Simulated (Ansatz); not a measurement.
The starting structures come from a database of crystals and need not be the phases stable at ambient conditions.

 Where the default PAW files enter, the runs use the earlier of Ansatz's two default sets.

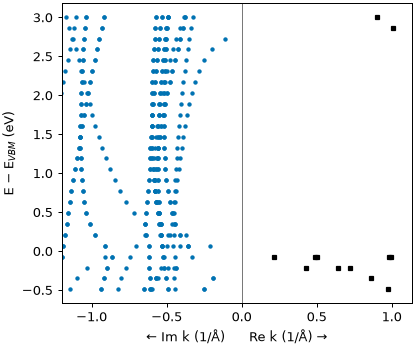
Fig. 1. Complex bands at the centre of the two-dimensional zone; r2SCAN in Ansatz (a quantum-chemistry and plane-wave program)

The gap is the functional's own. No spin-orbit coupling. Mid-gap values are interpolated on the energy grid.

Problem. This is Sr2H6Os (Fm-3m, not sure to be the ambient phase, 9 atoms a cell, 12.3 Å³ an atom) along the normal of (110). Read off the slowest decay at the centre of the two-dimensional zone at 1.33 eV, the computed energy nearest the middle of the gap.

Solution. κ ≈ 0.40 1/Å, a decay length 1/(2κ) of the density of 1.3 Å.
